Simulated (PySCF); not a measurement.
C₆H₁₃NO: geometry relaxation

System: C₆H₁₃NO (N,N-Diethylacetamide), SMILES CCN(CC)C(C)=O.
Method: PBE0-D3(BJ)/def2-SVP geometry optimisation, gas phase (PySCF 2.14.0).

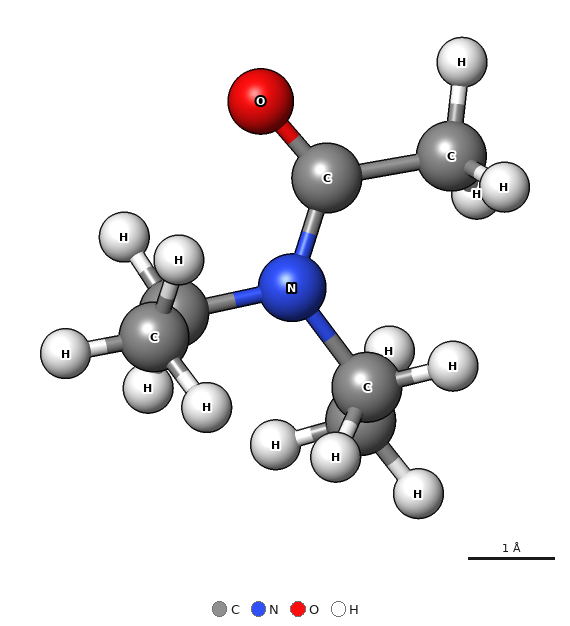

**Figure 1.** The input geometry (ball-and-stick view, seen at a tilt). Bond lengths as drawn: C–C 1.51 to 1.52 Å, C–H 1.07 to 1.12 Å, C–N 1.35 to 1.49 Å and C–O 1.20 Å.

Summary:

| quantity | value |
| --- | --- |
| outcome | converged |
| total energy | −365.781978 hartree |
| dipole moment | 3.70 D |
| point group | C1 |
| hardware | 1 CPU thread, shared host |
| wall time | 2 min |
| peak memory | 0.73 GiB |

Input:
```
{"job": {"xc": "PBE0", "basis": "def2-SVP", "d3": "d3bj", "grid": 1, "shake": 0.01, "kind": "geom"}, "charge": 0, "multiplicity": 1}
C     -1.780250    -1.404000     1.227630
C     -0.793590    -1.380470     0.079680
N     -0.220670    -0.063790    -0.122200
C      1.016650     0.243320     0.655120
C      2.258770    -0.250880    -0.038450
C     -0.776520     0.769800    -1.026490
C     -0.137150     2.132520    -1.199360
O     -1.735320     0.433140    -1.669230
H     -1.337960    -1.070230     2.179190
H     -2.611830    -0.691770     1.005070
H     -2.225210    -2.377330     1.357190
H      0.018970    -2.091610     0.285800
H     -1.319940    -1.639220    -0.857480
H      1.028780     1.317700     0.845980
H      0.882120    -0.262950     1.630460
H      3.126940     0.020330     0.586450
H      2.375380     0.229970    -1.006810
H      2.226530    -1.316390    -0.159700
H      0.905570     2.054860    -1.449270
H     -0.283550     2.729020    -0.285400
H     -0.688880     2.640270    -2.015150
```

The first line tells a small driver script what to run in PySCF; the rest is the geometry in Å.

Launch command:
```bash
OMP_NUM_THREADS=1 python <driver script> task.json out
```

Output:
```
step   0  E = -365.77647054  max force = 0.032654
step   1  E = -365.78169468  max force = 0.004873
step   2  E = -365.78188691  max force = 0.001693
step   3  E = -365.78184785  max force = 0.002971
step   4  E = -365.78194298  max force = 0.001219
step   5  E = -365.78195869  max force = 0.000734
step   6  E = -365.78196521  max force = 0.000538
step   7  E = -365.78197788  max force = 0.000200
optimisation converged
```

Trajectory as extended XYZ (Å, eV, eV/Å), 8 frames, from step=0 to step=7:
```
21
Properties=species:S:1:pos:R:3:forces:R:3 step=0 energy=-9953.28474
C    -1.7803   -1.4040    1.2276   -0.5237   1.3080  -0.1633
C    -0.7936   -1.3805    0.0797   -0.2551   0.2011  -0.1183
N    -0.2207   -0.0638   -0.1222    1.5728  -0.2394   1.3122
C     1.0167    0.2433    0.6551   -1.6791  -0.5980  -0.5093
C     2.2588   -0.2509   -0.0384    0.2835   1.0579   0.7585
C    -0.7765    0.7698   -1.0265    0.7559   0.4616   0.1694
C    -0.1371    2.1325   -1.1994   -1.3355   0.2066  -0.0984
O    -1.7353    0.4331   -1.6692   -1.3548  -0.1974  -0.9141
H    -1.3380   -1.0702    2.1792    0.1103  -0.1414   0.0170
H    -2.6118   -0.6918    1.0051    0.3477  -0.3497   0.0825
H    -2.2252   -2.3773    1.3572   -0.2142  -0.7669   0.1606
H     0.0190   -2.0916    0.2858    0.0896  -0.1122  -0.2462
H    -1.3199   -1.6392   -0.8575    0.2406  -0.1485   0.1855
H     1.0288    1.3177    0.8460    0.1968   0.2051   0.0937
H     0.8821   -0.2630    1.6305    0.1521   0.2091  -0.0766
H     3.1269    0.0203    0.5865    0.0952  -0.1803  -0.1586
H     2.3754    0.2300   -1.0068    0.0872   0.0872  -0.4223
H     2.2265   -1.3164   -0.1597    0.0697  -0.9368  -0.1951
H     0.9056    2.0549   -1.4493    0.8569   0.1001  -0.1016
H    -0.2836    2.7290   -0.2854    0.2305   0.0388  -0.0032
H    -0.6889    2.6403   -2.0152    0.2736  -0.2049   0.2275
21
Properties=species:S:1:pos:R:3:forces:R:3 step=1 energy=-9953.42689
C    -1.9595   -1.3306    1.0522   -0.0040  -0.1378   0.1901
C    -0.7794   -1.3926    0.1023    0.1435  -0.0364   0.0894
N    -0.1660   -0.0935   -0.1035   -0.0805   0.1256  -0.0900
C     0.9655    0.2608    0.7264    0.1006   0.0053  -0.0001
C     2.2955   -0.2180    0.1594   -0.1033  -0.1435  -0.0471
C    -0.7134    0.7221   -1.0579   -0.1280  -0.0484  -0.0600
C    -0.0723    2.0762   -1.2664    0.2506  -0.0257  -0.0233
O    -1.6836    0.3800   -1.7160    0.1792  -0.0146   0.1524
H    -1.6732   -0.9006    2.0303   -0.0550  -0.0614  -0.1355
H    -2.7439   -0.7105    0.6046   -0.1115   0.1132   0.0147
H    -2.3821   -2.3345    1.2293    0.0599   0.0686  -0.0025
H    -0.0010   -2.0811    0.4741   -0.0454   0.0299  -0.0061
H    -1.1114   -1.7666   -0.8728   -0.0351  -0.0364  -0.1118
H     0.9926    1.3500    0.8835   -0.0399  -0.0485  -0.0234
H     0.8058   -0.1779    1.7264   -0.0203   0.0210  -0.0174
H     3.1312    0.0351    0.8264    0.0355   0.0212   0.0463
H     2.4844    0.2414   -0.8230    0.0337  -0.0271   0.0079
H     2.2866   -1.3142    0.0235    0.0367   0.1308  -0.0043
H     1.0113    2.0004   -1.4699   -0.1616   0.0234   0.0588
H    -0.2061    2.7257   -0.3877   -0.0065   0.0030  -0.0006
H    -0.5637    2.5384   -2.1273   -0.0485   0.0377  -0.0376
21
Properties=species:S:1:pos:R:3:forces:R:3 step=2 energy=-9953.43212
C    -1.9576   -1.3375    1.0601   -0.0045  -0.0031  -0.0303
C    -0.7837   -1.3867    0.0949    0.0171  -0.0083  -0.0345
N    -0.1654   -0.0873   -0.1097    0.0235   0.0445   0.0445
C     0.9687    0.2607    0.7195    0.0300  -0.0226  -0.0031
C     2.3009   -0.2323    0.1697   -0.0458  -0.0110   0.0044
C    -0.7084    0.7290   -1.0631   -0.0870  -0.0719  -0.0653
C    -0.0790    2.0899   -1.2746    0.0657  -0.0289   0.0113
O    -1.6716    0.3735   -1.7202   -0.0145   0.0501  -0.0209
H    -1.6597   -0.9266    2.0374   -0.0009   0.0024   0.0124
H    -2.7550   -0.7061    0.6414    0.0168   0.0041   0.0208
H    -2.3717   -2.3438    1.2280    0.0146   0.0020  -0.0089
H    -0.0061   -2.0795    0.4553   -0.0040   0.0038   0.0112
H    -1.1246   -1.7527   -0.8844   -0.0024   0.0055   0.0173
H     0.9975    1.3496    0.8671    0.0041   0.0054  -0.0114
H     0.7967   -0.1674    1.7212    0.0036   0.0137   0.0136
H     3.1288    0.0245    0.8481   -0.0054   0.0047   0.0055
H     2.5106    0.2145   -0.8138    0.0090   0.0050  -0.0024
H     2.2940   -1.3260    0.0430    0.0073   0.0091   0.0004
H     1.0023    2.0278   -1.4689   -0.0088   0.0011   0.0151
H    -0.2253    2.7400   -0.3983   -0.0097   0.0020   0.0071
H    -0.5743    2.5464   -2.1390   -0.0086  -0.0077   0.0132
21
Properties=species:S:1:pos:R:3:forces:R:3 step=3 energy=-9953.43106
C    -1.9520   -1.3458    1.0679   -0.0038   0.0482  -0.0966
C    -0.7878   -1.3852    0.0890   -0.0326   0.0156  -0.0520
N    -0.1760   -0.0834   -0.1215   -0.0817  -0.1528   0.0345
C     0.9585    0.2725    0.7041   -0.0204  -0.0222   0.0185
C     2.2923   -0.2283    0.1678    0.0080   0.0495   0.0228
C    -0.7188    0.7267   -1.0796    0.1179   0.0655   0.0528
C    -0.0640    2.0798   -1.2619   -0.1480   0.0742  -0.1296
O    -1.6792    0.3833   -1.7455    0.0299   0.0172   0.0296
H    -1.6442   -0.9421    2.0432    0.0245   0.0232   0.0680
H    -2.7603   -0.7126    0.6695    0.0550  -0.0378   0.0083
H    -2.3551   -2.3555    1.2338   -0.0208  -0.0295  -0.0045
H    -0.0057   -2.0749    0.4435    0.0154  -0.0184   0.0022
H    -1.1362   -1.7522   -0.8886    0.0069   0.0168   0.0509
H     0.9858    1.3630    0.8346    0.0274  -0.0086   0.0147
H     0.7832   -0.1391    1.7121    0.0040  -0.0010   0.0157
H     3.1142    0.0413    0.8499   -0.0179  -0.0072  -0.0155
H     2.5116    0.2035   -0.8203   -0.0041   0.0145  -0.0033
H     2.2913   -1.3220    0.0571   -0.0078  -0.0519   0.0023
H     1.0175    2.0057   -1.4366    0.0470  -0.0066  -0.0242
H    -0.2169    2.7186   -0.3781   -0.0202   0.0021  -0.0104
H    -0.5409    2.5567   -2.1265    0.0215   0.0090   0.0158
21
Properties=species:S:1:pos:R:3:forces:R:3 step=4 energy=-9953.43365
C    -1.9492   -1.3444    1.0665    0.0029   0.0277  -0.0491
C    -0.7853   -1.3839    0.0885   -0.0241   0.0087  -0.0499
N    -0.1729   -0.0823   -0.1190   -0.0260  -0.0615   0.0318
C     0.9612    0.2671    0.7103   -0.0236  -0.0001  -0.0018
C     2.2936   -0.2358    0.1733    0.0085   0.0295   0.0123
C    -0.7146    0.7308   -1.0764    0.0498   0.0133   0.0201
C    -0.0724    2.0884   -1.2711   -0.0627   0.0207  -0.0403
O    -1.6752    0.3830   -1.7400   -0.0039   0.0080   0.0053
H    -1.6410   -0.9421    2.0434    0.0143   0.0111   0.0401
H    -2.7553   -0.7098    0.6683    0.0319  -0.0214   0.0018
H    -2.3541   -2.3540    1.2307   -0.0164  -0.0169  -0.0043
H    -0.0038   -2.0751    0.4421    0.0113  -0.0089  -0.0009
H    -1.1336   -1.7486   -0.8892   -0.0008   0.0081   0.0309
H     0.9924    1.3570    0.8456    0.0207   0.0068   0.0035
H     0.7833   -0.1481    1.7165    0.0019   0.0041   0.0100
H     3.1155    0.0279    0.8570   -0.0089  -0.0054  -0.0092
H     2.5149    0.1999   -0.8127   -0.0044   0.0115  -0.0004
H     2.2886   -1.3296    0.0580   -0.0055  -0.0311   0.0024
H     1.0094    2.0223   -1.4508    0.0344  -0.0041  -0.0116
H    -0.2269    2.7317   -0.3909   -0.0116   0.0016  -0.0021
H    -0.5572    2.5556   -2.1363    0.0122  -0.0018   0.0112
21
Properties=species:S:1:pos:R:3:forces:R:3 step=5 energy=-9953.43408
C    -1.9476   -1.3469    1.0649    0.0080   0.0008   0.0109
C    -0.7870   -1.3843    0.0844    0.0341  -0.0107   0.0210
N    -0.1716   -0.0833   -0.1136   -0.0107   0.0377  -0.0222
C     0.9622    0.2687    0.7150   -0.0200  -0.0323   0.0128
C     2.2934   -0.2357    0.1776    0.0063  -0.0043   0.0003
C    -0.7117    0.7311   -1.0711    0.0020  -0.0007  -0.0096
C    -0.0735    2.0893   -1.2749    0.0052  -0.0033   0.0064
O    -1.6738    0.3824   -1.7323   -0.0193   0.0096  -0.0143
H    -1.6353   -0.9544    2.0459   -0.0004  -0.0057  -0.0006
H    -2.7488   -0.7048    0.6721   -0.0018   0.0025  -0.0021
H    -2.3597   -2.3556    1.2207   -0.0058   0.0007  -0.0033
H    -0.0071   -2.0815    0.4310    0.0078  -0.0009  -0.0005
H    -1.1395   -1.7402   -0.8940   -0.0009   0.0070   0.0044
H     0.9962    1.3593    0.8476   -0.0036  -0.0042  -0.0064
H     0.7853   -0.1434    1.7229   -0.0003   0.0023   0.0045
H     3.1165    0.0282    0.8591    0.0014  -0.0019   0.0000
H     2.5125    0.1994   -0.8094   -0.0006   0.0023   0.0013
H     2.2867   -1.3305    0.0643   -0.0002  -0.0004  -0.0001
H     1.0093    2.0248   -1.4565    0.0014   0.0014   0.0011
H    -0.2291    2.7372   -0.3982   -0.0033   0.0020  -0.0018
H    -0.5605    2.5500   -2.1416    0.0008  -0.0020  -0.0015
21
Properties=species:S:1:pos:R:3:forces:R:3 step=6 energy=-9953.43426
C    -1.9369   -1.3514    1.0690    0.0078  -0.0087   0.0277
C    -0.7834   -1.3812    0.0804    0.0016  -0.0059   0.0011
N    -0.1757   -0.0772   -0.1179    0.0130   0.0093   0.0021
C     0.9555    0.2682    0.7164   -0.0020   0.0231   0.0014
C     2.2864   -0.2430    0.1849    0.0082  -0.0111  -0.0053
C    -0.7135    0.7379   -1.0768   -0.0048  -0.0080  -0.0046
C    -0.0738    2.0954   -1.2811    0.0243  -0.0100   0.0259
O    -1.6754    0.3913   -1.7395   -0.0069  -0.0109   0.0016
H    -1.6190   -0.9640    2.0507   -0.0062  -0.0102  -0.0154
H    -2.7412   -0.7085    0.6846   -0.0142   0.0109  -0.0028
H    -2.3471   -2.3617    1.2214   -0.0012   0.0066  -0.0016
H     0.0019   -2.0764    0.4198    0.0004   0.0053  -0.0099
H    -1.1412   -1.7350   -0.8962   -0.0090  -0.0040  -0.0118
H     0.9956    1.3585    0.8493   -0.0039   0.0017  -0.0066
H     0.7720   -0.1428    1.7237   -0.0038   0.0045  -0.0032
H     3.1077    0.0154    0.8706    0.0034  -0.0013   0.0033
H     2.5124    0.1927   -0.8002    0.0003  -0.0024   0.0019
H     2.2743   -1.3380    0.0704    0.0022   0.0099  -0.0020
H     1.0099    2.0306   -1.4585   -0.0089   0.0016   0.0065
H    -0.2338    2.7452   -0.4065    0.0020   0.0005  -0.0007
H    -0.5575    2.5541   -2.1504   -0.0022  -0.0008  -0.0075
21
Properties=species:S:1:pos:R:3:forces:R:3 step=7 energy=-9953.43460
C    -1.9353   -1.3536    1.0703    0.0058  -0.0003   0.0081
C    -0.7848   -1.3810    0.0777   -0.0011  -0.0040   0.0014
N    -0.1765   -0.0768   -0.1190    0.0057  -0.0009  -0.0032
C     0.9543    0.2700    0.7153   -0.0045   0.0103   0.0039
C     2.2860   -0.2433    0.1871    0.0041  -0.0017  -0.0009
C    -0.7135    0.7380   -1.0785    0.0027  -0.0014  -0.0021
C    -0.0726    2.0954   -1.2801    0.0041  -0.0038   0.0096
O    -1.6743    0.3914   -1.7428   -0.0046  -0.0028   0.0010
H    -1.6137   -0.9721    2.0527   -0.0019  -0.0044  -0.0032
H    -2.7400   -0.7069    0.6923   -0.0033   0.0027  -0.0013
H    -2.3471   -2.3636    1.2190   -0.0023   0.0017  -0.0018
H     0.0011   -2.0779    0.4117    0.0011   0.0013  -0.0053
H    -1.1464   -1.7309   -0.8993   -0.0045  -0.0003  -0.0024
H     0.9942    1.3606    0.8447   -0.0004   0.0013  -0.0032
H     0.7690   -0.1377    1.7237   -0.0008   0.0019  -0.0008
H     3.1063    0.0165    0.8736    0.0001  -0.0012   0.0014
H     2.5140    0.1898   -0.7987   -0.0006  -0.0003   0.0007
H     2.2740   -1.3383    0.0751   -0.0002   0.0021  -0.0013
H     1.0115    2.0306   -1.4531   -0.0006   0.0008   0.0026
H    -0.2359    2.7454   -0.4063    0.0001   0.0003  -0.0002
H    -0.5530    2.5542   -2.1514    0.0012  -0.0012  -0.0029
```

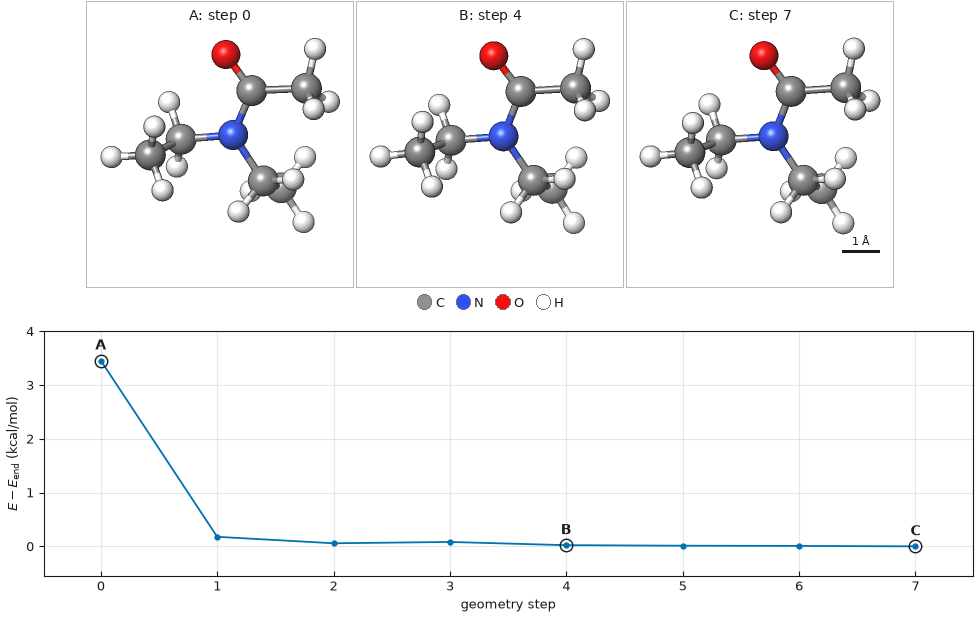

**Figure 2.** Frames of the relaxation (ball-and-stick view, seen at a tilt) above the curves, on which the letters mark them (steps are counted from 0).

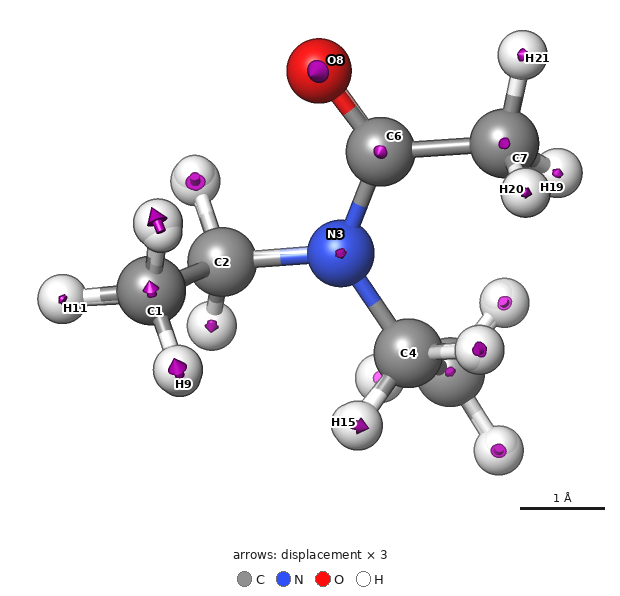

**Figure 3.** Start (faint) and end (solid) with the displacements as pink arrows, magnified 3 times (ball-and-stick view, seen at a tilt). The two geometries are laid on each other by the best rigid fit. The atom that moves furthest after the best rigid fit is O8 (0.14 Å). Largest moves by element: O 0.14 Å, H 0.11 Å, C 0.07 Å, N 0.04 Å. Among the contacts that change: N3–C4 1.493 → 1.447 Å, C5–H18 1.073 → 1.101 Å, C1–H11 1.078 → 1.101 Å, N3–C6 1.350 → 1.368 Å. Among the angles that change: H12–C2–H13 111.1° → 107.6°, C5–C4–H14 113.2° → 110.1°, C4–C5–H16 107.9° → 110.9°. After 7 geometry steps the energy has fallen by 3.46 kcal/mol. The largest force component goes from 1.7 to 0.01 eV/Å. (Atoms are counted from 1 in the order of the input.)
